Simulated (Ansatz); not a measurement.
# Elastic response of glassy Na2MgSi3O8 (126 atoms), part 3 of 3

Aim: relax glassy Na2MgSi3O8 (126 atoms), then change its volume and shape to read moduli from the stress.

Ansatz 0.2.0; Kohn-Sham DFT, PBE, PAW (set soft_2), plane waves.

The cell: 9 Mg, 18 Na, 72 O and 27 Si. The quench rate of 20 K/ps is many orders above laboratory rates. The network of bonds at the start is that of the classical potential that made the cell. Only the Γ point is sampled.

So far. Step 9 (Volume -10 %): The relaxation converged after 11 steps, 5.58 eV below its start, with a largest force component of 0.024 eV/Å. Step 9 (Volume -10 %): Volume -10 %: the energy stands 2.89 eV above that of the reference, at a pressure of 5.89 GPa.

### Step 10. Stretched by 1 % along x

The relaxed cell is strained along x alone, which gives the stiffness along x and its coupling to y and z.

input.yaml

```yaml
crystal:
  lattice:
    - [11.76812, 0.17601, 0.12958]
    - [0.17777, 11.91195, 0.10622]
    - [0.13088, 0.10622, 12.00594]
  atoms:
    [... the 126 atom lines of step 4 ...]
kpoints:
  mp_grid: { grid: [1, 1, 1] }
hamiltonian:
  xc: pbe
scf:
  occupations: { method: fixed }
output:
  forces: true
  eigenvalues: true
  stress: true
relax:
  f_tol: 0.05
  max_steps: 70
```

Command:

```
$ ansatz run input.yaml --threads 4 --pin off --max-ram 8192MiB --backend cpu --events-out ev --progress --plain --runs-dir out
```

Numbers of over 12 decimals in the logs are rounded to 6 here.

The log of the run:

```text
[...]
Crystal: 126 atoms, lattice volume = 1682.302 Å³
Basis set: ecut = 420 eV, 32883 PW (Γ), exchange–correlation on 160×160×162 points (8 copies of the dense FFT grid, shifted against one another)
Bands: 522, of which v1, the nominal top of the filled ones, is band 396 counted from 1 (395 counted from 0)
Symmetry: 1 space group operations
[...]
k-points: 1
[...]
SCF iter   1: F=—  HF=-102229.544548 eV  |F-HF|=—  |Δ(HF+E_count)|=         —  Δρ=1.66e-3  dr2=5.57e-2  ethr=1.77e-3  ⟨swp⟩=5.0  Hψ=1780  notcnv=0  defer=123
[...]
SCF iter   6: F=-102229.547536 eV  HF=-102229.547543 eV  |F-HF|=6.72e-6  |Δ(HF+E_count)|=   1.39e-5  Δρ=3.71e-5  dr2=1.98e-5  ethr=7.89e-9  ⟨swp⟩=16.0  Hψ=3196  notcnv=0
SCF 1 converged in 6 iterations: F = -102229.547536 eV  dr2 = 1.98e-5
[...]
relax step   1: F+E_penalty+E_count = -102229.54753647 eV  Δ(F+E_penalty+E_count) = +0.000e0 eV  max|allowed force component| = 4.017e-1 eV/Å  Δτ_max = 0.0000 Å  (6 SCF iters, dr2 threshold 6.25e-5 eV, accepted)
[...]
relax step   2: F+E_penalty+E_count = -102229.59199114 eV  Δ(F+E_penalty+E_count) = -4.445e-2 eV  max|allowed force component| = 2.345e-1 eV/Å  Δτ_max = 0.0144 Å  (6 SCF iters, dr2 threshold 1.01e-5 eV, accepted)
[...]
relax step   3: F+E_penalty+E_count = -102229.62317105 eV  Δ(F+E_penalty+E_count) = -3.118e-2 eV  max|allowed force component| = 7.894e-2 eV/Å  Δτ_max = 0.0245 Å  (6 SCF iters, dr2 threshold 3.44e-6 eV, accepted)
relax step   4: F+E_penalty+E_count = -102229.58746699 eV  Δ(F+E_penalty+E_count) = +3.570e-2 eV  max|allowed force component| = 2.211e-1 eV/Å  Δτ_max = 0.2000 Å  (10 SCF iters, rejected (line search))
[...]
relax step   5: F+E_penalty+E_count = -102229.63179652 eV  Δ(F+E_penalty+E_count) = -8.625e-3 eV  max|allowed force component| = 3.642e-2 eV/Å  Δτ_max = 0.0551 Å  (9 SCF iters, accepted)
SCF converged after 9 iterations
Free energy (F): -102229.631797 eV
[...]
Internal energy: -102229.631797 eV  (E = F + TS)
E sigma→0 (E₀):  -102229.631797 eV
Fermi energy:    3.812501 eV
[...]
--- Forces (eV/Å), atoms counted from 1 ---
  atom   1  Mg     0.00609283     0.00350165    -0.00013768
  atom   2  Mg     0.01252865     0.00767089    -0.00676013
  atom   3  Mg    -0.00386419    -0.00295816    -0.00171883
  atom   4  Mg    -0.00115089     0.00525211     0.01196029
  atom   5  Mg     0.00433576     0.00711767    -0.00022393
  atom   6  Mg     0.00274117    -0.00495649     0.00468441
  atom   7  Mg     0.01111911    -0.00492825    -0.01052059
  atom   8  Mg    -0.00055334     0.00446282    -0.00462179
  atom   9  Mg    -0.00396638     0.00392740    -0.00110233
  atom  10  Na    -0.00008343    -0.00123929    -0.00790823
  atom  11  Na     0.00458871    -0.00022106    -0.00081787
  atom  12  Na    -0.00167599     0.00167622    -0.00073105
  atom  13  Na     0.00297126    -0.00362469    -0.00015711
  atom  14  Na     0.00054580     0.00613161    -0.00039988
[...]
atom 125  Si    -0.01000288     0.00270607    -0.02286210
  atom 126  Si     0.00219564    -0.00739758     0.00652537
  max |Σ_I F_I| component: 2.01e-4 eV/Å
--- Stress (GPa, compression-positive) ---
       -0.927423       0.013649       0.014091
        0.013648      -0.406727       0.025413
        0.014091       0.025414      -0.302441
  P = ⅓ Tr σ = -0.5455 GPa (-5.455 kbar)
--- Band table (eV) ---
[...]
--- Relaxed structure (5 steps of the walk, 4 accepted, 0 SCFs on fresh bases) ---
  F+E_penalty+E_count = -102229.63179652 eV   max|allowed force component| = 3.642e-2 eV/Å
  atoms:
    - { symbol: Mg, position: [0.926301, 0.192645, 0.213199] }
    - { symbol: Mg, position: [0.099178, 0.324919, 0.917298] }
    - { symbol: Mg, position: [0.861102, 0.104575, 0.019628] }
    - { symbol: Mg, position: [0.047291, 0.442839, 0.439939] }
[...]
- { symbol: Si, position: [0.058654, 0.390827, 0.156616] }
```

Run time: 2.8 min. Hardware: 4 threads of Arm Neoverse V1, shared host; peak memory 2.5 GiB; 11 min of CPU time.

The relaxation converged after 5 steps, 0.0843 eV below its start, with a largest force component of 0.036 eV/Å.

Stretched by 1 % along x: the energy stands 0.0465 eV above that of the reference, at a pressure of -0.546 GPa.

### Step 11. Compressed by 1 % along x

The relaxed cell is strained along x alone, which gives the stiffness along x and its coupling to y and z.

input.yaml, the sections that differ from step 10:

```yaml
crystal:
  lattice:
    - [11.53508, 0.17601, 0.12958]
    - [0.17425, 11.91195, 0.10622]
    - [0.12828, 0.10622, 12.00594]
  atoms:
    [... the 126 atom lines of step 4 ...]
# kpoints, hamiltonian, scf, output, relax: as in step 10
```

The log of the run:

```text
[...]
Crystal: 126 atoms, lattice volume = 1648.988 Å³
Basis set: ecut = 420 eV, 32195 PW (Γ), exchange–correlation on 160×160×162 points (8 copies of the dense FFT grid, shifted against one another)
Bands: 522, of which v1, the nominal top of the filled ones, is band 396 counted from 1 (395 counted from 0)
Symmetry: 1 space group operations
[...]
k-points: 1
[...]
SCF iter   1: F=—  HF=-102229.533456 eV  |F-HF|=—  |Δ(HF+E_count)|=         —  Δρ=1.71e-3  dr2=5.99e-2  ethr=1.77e-3  ⟨swp⟩=5.0  Hψ=1780  notcnv=0  defer=123
[...]
SCF iter   5: F=—  HF=-102229.533662 eV  |F-HF|=—  |Δ(HF+E_count)|=   7.95e-5  Δρ=8.08e-5  dr2=9.79e-5  ethr=4.37e-8  ⟨swp⟩=2.0  Hψ=801  notcnv=0  defer=124
SCF iter   6: F=-102229.533667 eV  HF=-102229.533673 eV  |F-HF|=5.43e-6  |Δ(HF+E_count)|=   1.05e-5  Δρ=3.62e-5  dr2=1.87e-5  ethr=7.89e-9  ⟨swp⟩=16.0  Hψ=3122  notcnv=0
SCF 1 converged in 6 iterations: F = -102229.533667 eV  dr2 = 1.87e-5
[...]
relax step   1: F+E_penalty+E_count = -102229.53366749 eV  Δ(F+E_penalty+E_count) = +0.000e0 eV  max|allowed force component| = 4.415e-1 eV/Å  Δτ_max = 0.0000 Å  (6 SCF iters, dr2 threshold 6.25e-5 eV, accepted)
[...]
relax step   2: F+E_penalty+E_count = -102229.57974050 eV  Δ(F+E_penalty+E_count) = -4.607e-2 eV  max|allowed force component| = 2.548e-1 eV/Å  Δτ_max = 0.0154 Å  (5 SCF iters, dr2 threshold 1.22e-5 eV, accepted)
[...]
relax step   3: F+E_penalty+E_count = -102229.61107369 eV  Δ(F+E_penalty+E_count) = -3.133e-2 eV  max|allowed force component| = 7.054e-2 eV/Å  Δτ_max = 0.0224 Å  (6 SCF iters, dr2 threshold 4.06e-6 eV, accepted)
relax step   4: F+E_penalty+E_count = -102229.58743329 eV  Δ(F+E_penalty+E_count) = +2.364e-2 eV  max|allowed force component| = 2.470e-1 eV/Å  Δτ_max = 0.2000 Å  (9 SCF iters, rejected (line search))
relax step   5: F+E_penalty+E_count = -102229.61619560 eV  Δ(F+E_penalty+E_count) = -5.122e-3 eV  max|allowed force component| = 1.146e-1 eV/Å  Δτ_max = 0.1000 Å  (9 SCF iters, accepted)
[...]
relax step   6: F+E_penalty+E_count = -102229.62186537 eV  Δ(F+E_penalty+E_count) = -5.670e-3 eV  max|allowed force component| = 2.480e-2 eV/Å  Δτ_max = 0.0724 Å  (9 SCF iters, accepted)
SCF converged after 9 iterations
Free energy (F): -102229.621865 eV
[...]
Internal energy: -102229.621865 eV  (E = F + TS)
E sigma→0 (E₀):  -102229.621865 eV
Fermi energy:    3.958247 eV
[...]
Σ components = -102229.621865   (vs F -102229.621865, Δ=0.00e0)
--- Forces (eV/Å), atoms counted from 1 ---
  atom   1  Mg     0.00447862     0.00019245    -0.00490578
  atom   2  Mg    -0.00780212    -0.00174338     0.01449843
  atom   3  Mg    -0.00146889    -0.01317664     0.01088437
  atom   4  Mg    -0.00155600     0.00086028    -0.00896825
[...]
atom 126  Si    -0.00047277     0.00324465    -0.00711581
  max |Σ_I F_I| component: 4.38e-5 eV/Å
--- Stress (GPa, compression-positive) ---
        0.985075       0.005618       0.013935
        0.005616       0.353464      -0.030319
        0.013935      -0.030317       0.309131
  P = ⅓ Tr σ = 0.5492 GPa (5.492 kbar)
--- Band table (eV) ---
[...]
--- Relaxed structure (6 steps of the walk, 5 accepted, 0 SCFs on fresh bases) ---
  F+E_penalty+E_count = -102229.62186537 eV   max|allowed force component| = 2.480e-2 eV/Å
  atoms:
    - { symbol: Mg, position: [0.926454, 0.195032, 0.214066] }
    - { symbol: Mg, position: [0.092187, 0.325435, 0.916654] }
    - { symbol: Mg, position: [0.860476, 0.106233, 0.021413] }
    - { symbol: Mg, position: [0.047329, 0.442903, 0.438151] }
[...]
- { symbol: Si, position: [0.056933, 0.392600, 0.155458] }
```

Elapsed: 3.2 min, on 4 threads; peak memory 2.4 GiB.

The relaxation converged after 6 steps, 0.0882 eV below its start, with a largest force component of 0.025 eV/Å.

Compressed by 1 % along x: the energy stands 0.0565 eV above that of the reference, at a pressure of 0.549 GPa.

### Step 12. Sheared by 2 % in xy

A shear of the relaxed cell gives the modulus that volume changes can't reach.

input.yaml, the sections that differ from step 11:

```yaml
crystal:
  lattice:
    - [11.65336, 0.29253, 0.12958]
    - [0.29513, 11.91371, 0.10622]
    - [0.13064, 0.10752, 12.00594]
  atoms:
    [... the 126 atom lines of step 4 ...]
# kpoints, hamiltonian, scf, output, relax: as in step 11
```

The log of the run:

```text
[...]
Crystal: 126 atoms, lattice volume = 1665.479 Å³
Basis set: ecut = 420 eV, 32527 PW (Γ), exchange–correlation on 160×160×162 points (8 copies of the dense FFT grid, shifted against one another)
Bands: 522, of which v1, the nominal top of the filled ones, is band 396 counted from 1 (395 counted from 0)
Symmetry: 1 space group operations
[...]
k-points: 1
[...]
SCF iter   1: F=—  HF=-102229.467501 eV  |F-HF|=—  |Δ(HF+E_count)|=         —  Δρ=1.70e-3  dr2=5.90e-2  ethr=1.77e-3  ⟨swp⟩=5.0  Hψ=1780  notcnv=0  defer=123
[...]
SCF iter   5: F=—  HF=-102229.469505 eV  |F-HF|=—  |Δ(HF+E_count)|=   8.00e-5  Δρ=7.96e-5  dr2=9.70e-5  ethr=4.40e-8  ⟨swp⟩=2.0  Hψ=801  notcnv=0  defer=124
SCF iter   6: F=-102229.469511 eV  HF=-102229.469517 eV  |F-HF|=5.91e-6  |Δ(HF+E_count)|=   1.19e-5  Δρ=3.66e-5  dr2=1.92e-5  ethr=7.89e-9  ⟨swp⟩=16.0  Hψ=3208  notcnv=0
SCF 1 converged in 6 iterations: F = -102229.469511 eV  dr2 = 1.92e-5
[...]
relax step   1: F+E_penalty+E_count = -102229.46951075 eV  Δ(F+E_penalty+E_count) = +0.000e0 eV  max|allowed force component| = 6.387e-1 eV/Å  Δτ_max = 0.0000 Å  (6 SCF iters, dr2 threshold 6.25e-5 eV, accepted)
[...]
relax step   2: F+E_penalty+E_count = -102229.54909275 eV  Δ(F+E_penalty+E_count) = -7.958e-2 eV  max|allowed force component| = 3.692e-1 eV/Å  Δτ_max = 0.0219 Å  (5 SCF iters, dr2 threshold 2.55e-5 eV, accepted)
[...]
relax step   3: F+E_penalty+E_count = -102229.60087834 eV  Δ(F+E_penalty+E_count) = -5.179e-2 eV  max|allowed force component| = 7.993e-2 eV/Å  Δτ_max = 0.0332 Å  (6 SCF iters, dr2 threshold 8.52e-6 eV, accepted)
relax step   4: F+E_penalty+E_count = -102229.55527163 eV  Δ(F+E_penalty+E_count) = +4.561e-2 eV  max|allowed force component| = 1.932e-1 eV/Å  Δτ_max = 0.2000 Å  (10 SCF iters, rejected (line search))
[...]
relax step   5: F+E_penalty+E_count = -102229.60997770 eV  Δ(F+E_penalty+E_count) = -9.099e-3 eV  max|allowed force component| = 4.849e-2 eV/Å  Δτ_max = 0.0610 Å  (9 SCF iters, accepted)
SCF converged after 9 iterations
Free energy (F): -102229.609978 eV
[...]
Internal energy: -102229.609978 eV  (E = F + TS)
E sigma→0 (E₀):  -102229.609978 eV
Fermi energy:    3.890245 eV
[...]
Σ components = -102229.609978   (vs F -102229.609978, Δ=0.00e0)
--- Forces (eV/Å), atoms counted from 1 ---
  atom   1  Mg     0.02599907     0.01077582    -0.00346831
  atom   2  Mg     0.03032451    -0.02316464     0.01347310
  atom   3  Mg     0.01760971     0.00600029    -0.01263522
  atom   4  Mg    -0.01410760     0.01842883    -0.00326118
[...]
atom 126  Si     0.01216943    -0.01786642     0.03395678
  max |Σ_I F_I| component: 4.57e-5 eV/Å
--- Stress (GPa, compression-positive) ---
        0.010721      -0.609160      -0.039266
       -0.609161      -0.023230       0.007714
       -0.039266       0.007716      -0.008889
  P = ⅓ Tr σ = -0.0071 GPa (-0.071 kbar)
--- Band table (eV) ---
[...]
--- Relaxed structure (5 steps of the walk, 4 accepted, 0 SCFs on fresh bases) ---
  F+E_penalty+E_count = -102229.60997770 eV   max|allowed force component| = 4.849e-2 eV/Å
  atoms:
    - { symbol: Mg, position: [0.922835, 0.193451, 0.213900] }
    - { symbol: Mg, position: [0.094270, 0.326433, 0.916959] }
    - { symbol: Mg, position: [0.860764, 0.104486, 0.020507] }
    - { symbol: Mg, position: [0.046435, 0.443018, 0.437840] }
[...]
- { symbol: Si, position: [0.054552, 0.391539, 0.155152] }
```

Wall time 2.7 min (4 threads); peak memory 2.5 GiB.

The relaxation converged after 5 steps, 0.140 eV below its start, with a largest force component of 0.048 eV/Å.

Sheared by 2 % in xy: the energy stands 0.0683 eV above that of the reference, at a pressure of -0.00713 GPa.

### Step 13. Pressure against volume

Atoms are relaxed at each volume, in the scaled cell.

```
volume change (%)  volume (Å³/atom)  energy change (meV/atom)  pressure (GPa)  largest move on relaxing (Å)  bonds  gap (eV)
              -10            11.897                     22.95            5.89                          0.57    239                3.51
               -6            12.426                      7.89            3.33                          0.58    235                3.45
               -3            12.823                      1.87            1.55                          0.52    230                3.41
               +0            13.219                      0.00            0.01                             -    227                3.31
               +3            13.616                      1.76           -1.45                          0.16    223                3.18
               +6            14.013                      6.99           -2.68                          0.30    222                3.06
```

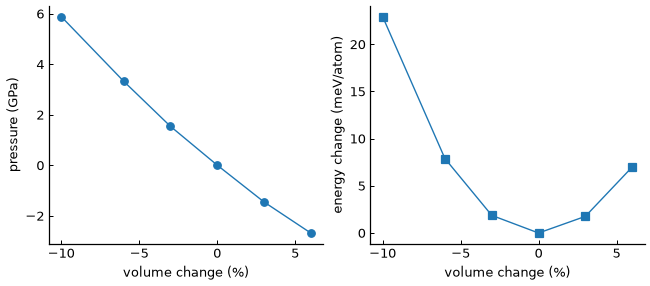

Pressure and energy against volume.

### Step 14. Uniaxial strain and shear

Stress (GPa, compression positive) less that of the relaxed cell, atoms relaxed:

```
                   strain      xx      yy      zz      xy  energy change (meV/atom)
 stretched by 1 % along x  -0.931  -0.417  -0.318   0.019                      0.37
compressed by 1 % along x   0.981   0.343   0.293   0.011                      0.45
     sheared by 2 % in xy   0.007  -0.034  -0.025  -0.604                      0.54
```

### Step 15. Findings

The bulk modulus, from the slope of pressure against ln V over the three points nearest the relaxed volume, is 49.9 GPa; a quadratic over all points gives a pressure derivative of about 2.4. The count of bonds runs from 222 to 239 over the series, so at some points contacts cross the cutoffs. At -10 %, -6 % and -3 % some atom moved by over 0.5 Å on relaxing, so those points may sit in another local minimum. The gap goes from 3.51 eV at the smallest volume to 3.06 eV at the largest, -2.8 eV per unit of ln V by a straight line, on the run's k-points. In the Cartesian axes of the cell, finite differences give C11 = 95.6, C12 = 38.0, C13 = 30.6 and C66 = 30.2 GPa (the shear of 2 % is the engineering strain, εxy = 0.01). The mean of C11, C12 and C13, which equals the bulk modulus in a cubic or isotropic solid, is 54.7 GPa: it agrees with the bulk modulus within 10 %. For an isotropic solid C66 would equal (C11 − C12)/2 = 28.8 GPa; so small a sample needn't be isotropic, and C66 rests on one shear. With the bulk modulus and C66 as K and G, Young's modulus would be about 75 GPa and Poisson's ratio 0.25.

**Limits.** Strains are finite and relaxations stop at the force tolerance of the input, which can leave moduli too stiff; they are those of a static cell at zero temperature. Volumes are changed with the cell's shape held, so in an anisotropic solid the modulus lies over the one under free hydrostatic load. The program notes that the SCF threshold of the relaxations is loose for the stress.

The DFT runs together took 41 min of wall time.

[Logs are printed without paths, hosts, clocks, repeated set-up lines and the standing remarks that a program may print on its own settings, such as how far it seeks lower states.]

[Hosts, paths, dates, database ids (printed as entryN), source tags and the programs' standing remarks are cut or masked in the printed files.]
